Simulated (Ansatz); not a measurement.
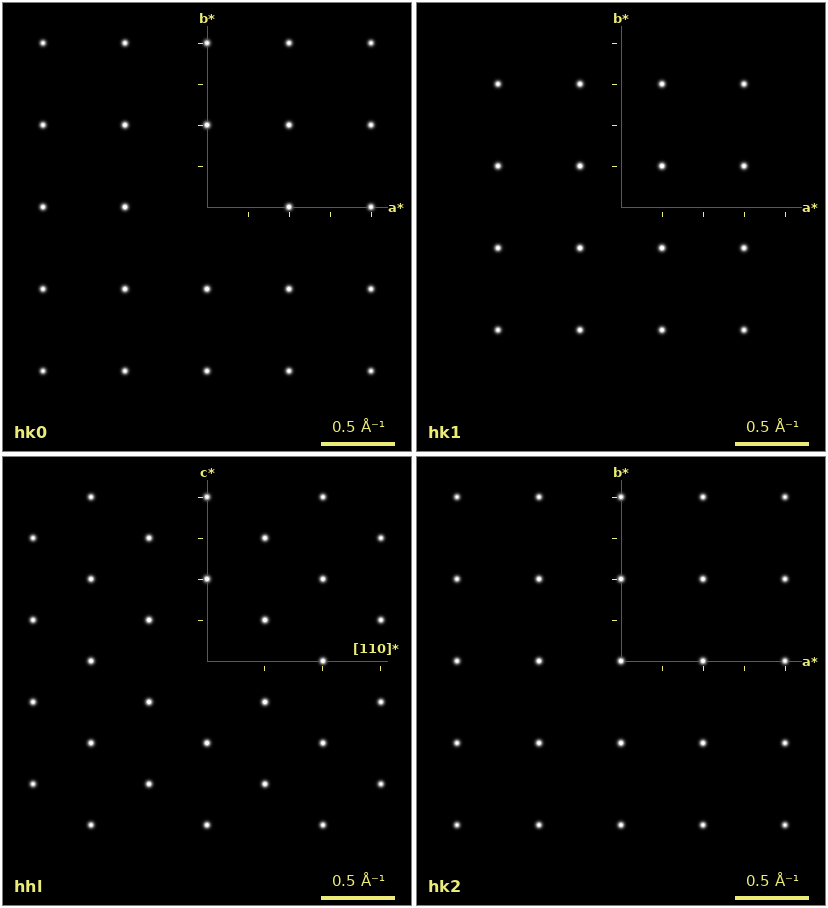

Simulated precession-type sections (neutrons; kinematic intensities, B = 0.5 Å²). The ticks mark integer indices of the conventional cell.

The compound is Ni. Structure: the input geometry of an electronic-structure calculation (not necessarily at equilibrium).

Question: What cell do the layers give?

Answer: a* = 0.284, b* = 0.284, c* = 0.284 Å⁻¹; the cell is cubic with a = 3.52 Å.

Question: List the systematic absences.

Answer: Reflections are present only under these conditions. hkl: h + k = 2n, h + l = 2n; hk0: h = 2n, k = 2n; hhl: h + l = 2n; h00: h = 2n. The lattice is face-centred (F).

Question: Which space groups fit?

Answer: The intensities have Laue symmetry m-3m (the hk0 layer shows 4mm, hk1 shows 4mm). With these conditions the candidates are F432 (No. 209), F-43m (No. 216), Fm-3m (No. 225). Diffraction geometry alone does not choose among them; the structure has Fm-3m.
